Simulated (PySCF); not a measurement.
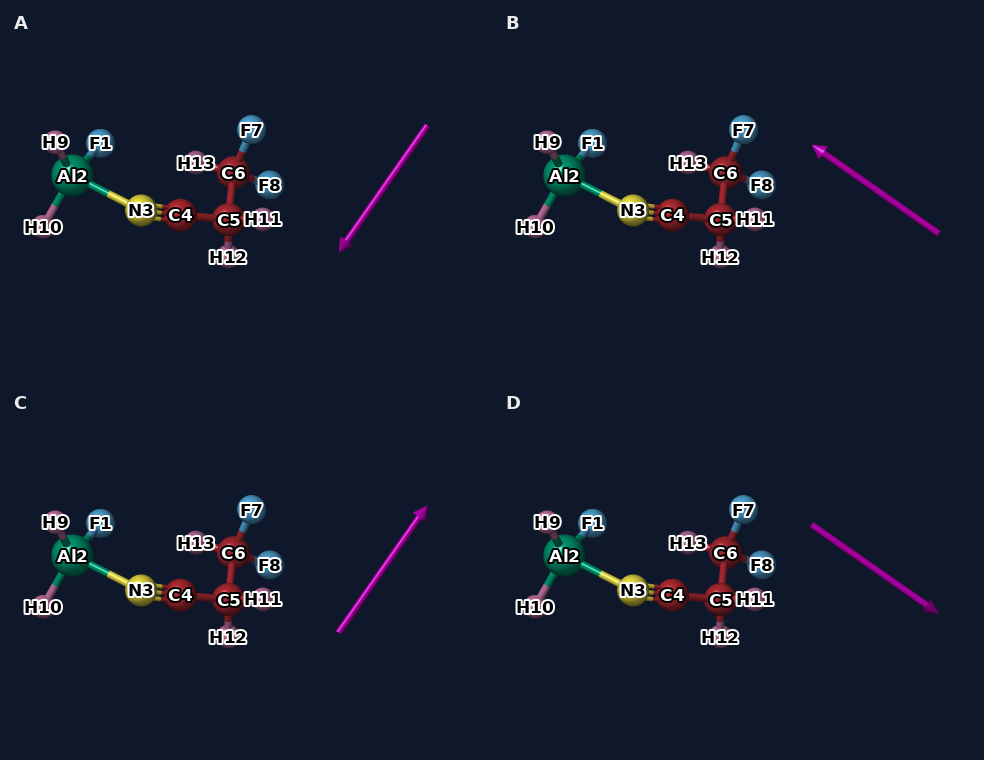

The same molecule four times, each with an arrow. Computed geometry: GFN2-xTB optimisation. No frequency run is at hand to confirm it as a minimum. Properties computed with PBE0/pcSseg-1, gas phase (PySCF 2.14.0).

**Which arrow points along the dipole moment, from the negative to the positive end?**

D. The dipole moment is 5.58 D; it points from the side of H9 to the side of H11 (the outermost atoms at the two ends).

The geometry is semi-empirical. Around Al such bond lengths and angles can be off by a tenth of an ångström or more and by several degrees, and values that hang on the shape move with them.
